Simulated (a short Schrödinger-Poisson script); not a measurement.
Structure: MOS inversion layer, Si3N4 on p-type Si(100), at 300 K.

```
layer  material  thickness (nm)  Na (cm⁻³)
-----  --------  --------------  ---------
1         Si3N4             2.5          -
2            Si            1200     1.2e17
```

The device is made up for the run: typed textbook-type constants, with dimensions and the other settings drawn at random. Si3N4: permittivity 7.5, conduction-band edge (eV) 1.95, gap (eV) 5.1, electron mass (mₑ) 0.5. Si: permittivity 11.7, conduction-band edge (eV) 0, gap (eV) 1.124, Nv at 300 K (cm⁻³) 3.1e19.

Channel valleys (confinement mass, in-plane density-of-states mass, number): Δ2 0.916, 0.19, 2; Δ4 0.19, 0.417, 4. At the gate the conduction-band edge of layer 1 lies 2.44 eV − eVg above the Fermi level of the channel; the field vanishes at the back. Gaps are held at their typed values at every temperature. Mesh 0.03 nm at interfaces.

From a short Schrödinger-Poisson script (our own, NumPy): 1D Poisson equation in equilibrium, electrons quantum, Hartree (BenDaniel-Duke, 12 states a valley, the channel's in-plane mass for all, wave functions free to enter the dielectric), parabolic valleys, classical holes, full ionisation, no traps, pinning or gate leakage.

Only gate voltages with over 1e8 electrons/cm² are shown.

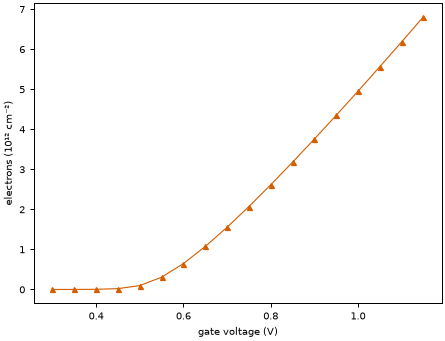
*Sheet density against gate voltage*

| Vg (V) | electrons (cm⁻²) | C (μF/cm²) | Δ2 E0 (meV) | Δ2 E1 (meV) | Δ4 E0 (meV) | Δ4 E1 (meV) |
|---|---|---|---|---|---|---|
| 0.3 | 1.01e8 | 0.115 | 302.5 | 340.1 | 330.9 | 393.6 |
| 0.4 | 3.58e9 | 0.127 | 209.1 | 248.5 | 238.7 | 304.4 |
| 0.5 | 9.73e10 | 0.507 | 122.4 | 164.0 | 153.6 | 222.4 |
| 0.6 | 6.46e11 | 1.28 | 70.4 | 117.2 | 105.2 | 178.3 |
| 0.7 | 1.55e12 | 1.62 | 44.1 | 97.4 | 83.4 | 161.1 |
| 0.8 | 2.61e12 | 1.78 | 27.0 | 86.8 | 70.6 | 152.6 |
| 0.9 | 3.76e12 | 1.88 | 14.1 | 80.0 | 61.8 | 147.6 |
| 1 | 4.95e12 | 1.95 | 3.6 | 75.3 | 55.0 | 144.3 |
| 1.1 | 6.18e12 | 2.00 | -5.4 | 71.8 | 49.3 | 141.9 |

Subbands count from the Fermi level.
